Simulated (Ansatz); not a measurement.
## Electronic structure of H4HfS4 (SMILES [SH][Hf]([SH])([SH])[SH]) in real space

Input

```
crystal:
  periodic: [false, false, false]
  atoms:
    - {symbol: S, position_ang: [-0.452012, 0.945200, -2.188788]}
    - {symbol: Hf, position_ang: [0.000618, -0.000104, -0.000419]}
    - {symbol: S, position_ang: [2.382934, -0.314806, 0.335770]}
    - {symbol: S, position_ang: [-1.177883, -2.119184, 0.089805]}
    - {symbol: S, position_ang: [-0.751315, 1.488422, 1.762043]}
    - {symbol: H, position_ang: [-0.584375, 2.173858, -1.649474]}
    - {symbol: H, position_ang: [2.596864, -0.246771, -0.993735]}
    - {symbol: H, position_ang: [-0.136821, -2.690715, 0.728178]}
    - {symbol: H, position_ang: [-1.878010, 0.764112, 1.916629]}
basis:
  gaussian: {orbitals: def2-TZVPP}
hamiltonian: {xc: pbe0, dispersion: d4}
output: {orbitals: {seedname: orbitals}}
```

Run with:

```sh
ansatz run in.yaml --threads 2 --pin off --events-out ev --progress --plain --max-ram 22528MiB --backend cuda --devices 0, --max-vram 18GiB
```

Geometry: PBE0-D4/def2-TZVP; core potentials replace the inner electrons of Hf.

Level of theory: RKS PBE0-D4/def2-TZVPP in Ansatz.

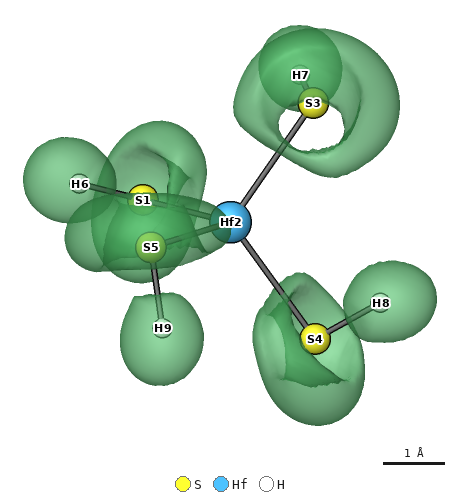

Figure 1. Isosurface of the ELF at 0.85 (green), seen at a tilt. Only the valence region is drawn (cores and ρ < 0.01 e/Å³ removed).

What do the ELF domains correspond to?

Answer. The surface consists of four regions around hydrogen nuclei and four regions wrapped around S (the valence shell of each). Profiles from the grid: Hf–S (2.43 Å): the ELF peaks at about 0.90 in the valence shell of S, 0.9 Å from its nucleus, and is about 0.50 at the midpoint. S–H (1.35 Å): the ELF climbs to about 1 towards the hydrogen, as it does in any bond to H.

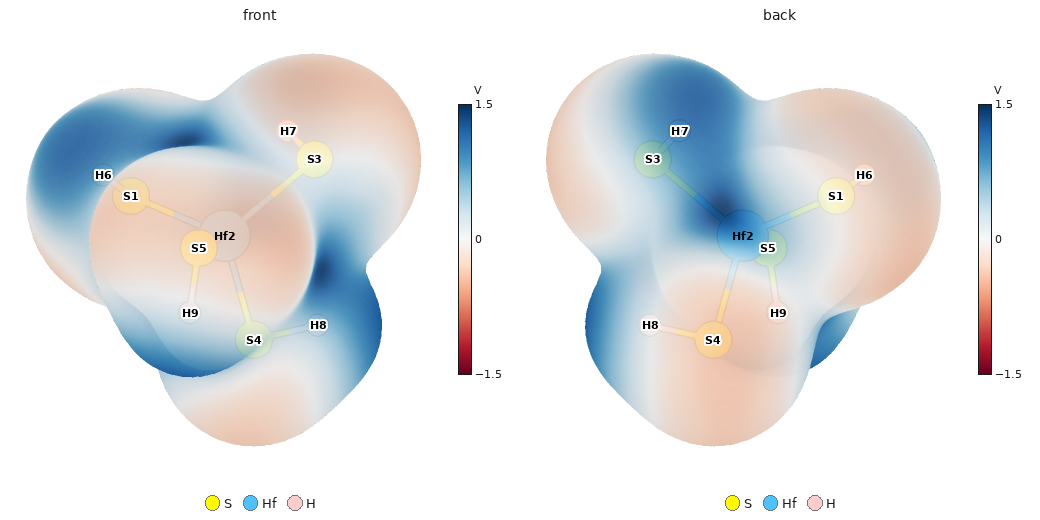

Figure 2. The molecular electrostatic potential painted on the density surface at 0.001 e/bohr³, seen from the front and from behind; red is negative and blue positive.

Describe the electrostatic potential map.

Answer. The most negative region (about −0.4 V, or −9 kcal/mol for a unit charge) lies over S1, S3, S4 and S5, the most positive (about +1.4 V, or +32 kcal/mol for a unit charge) over Hf2.

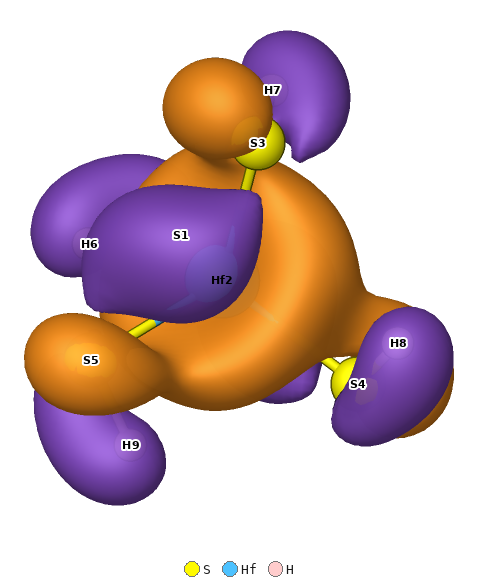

Figure 3. The LUMO at ±0.06 Å⁻³ᐟ² (orange and purple are the two phases), seen at a tilt.

What is the character of this orbital?

Answer. By Hirshfeld shares it lies mainly on Hf2 (about 60 %), S1 (about 10 %), S3 (about 10 %), S4 (about 10 %) and S5 (about 10 %). Its energy is −1.99 eV.

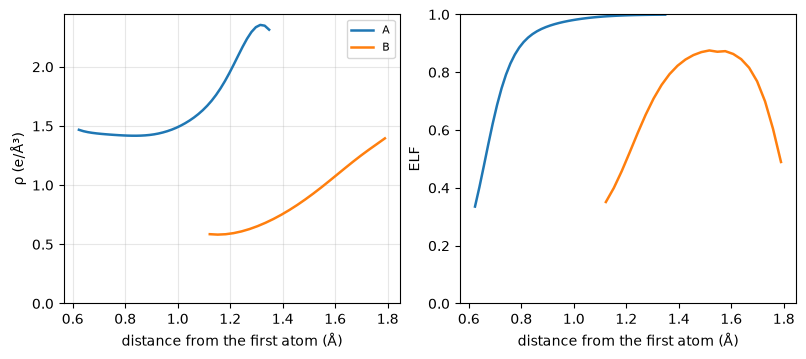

Figure 4. Electron density and ELF along straight lines between neighbouring atoms. The curves leave out the atomic cores.

Which curve belongs to which contact (Hf–S and S–H)? The first atom named is at distance zero.

Answer. Curve A: S–H (1.35 Å): ρ at the midpoint is about 1.4 e/Å³; the ELF climbs to about 1 towards the hydrogen. Curve B: Hf–S (2.43 Å): the density is about 0.59 e/Å³ at the midpoint; the ELF peaks at about 0.90 in the valence shell of S, 0.9 Å from its nucleus, and is about 0.50 at the midpoint.
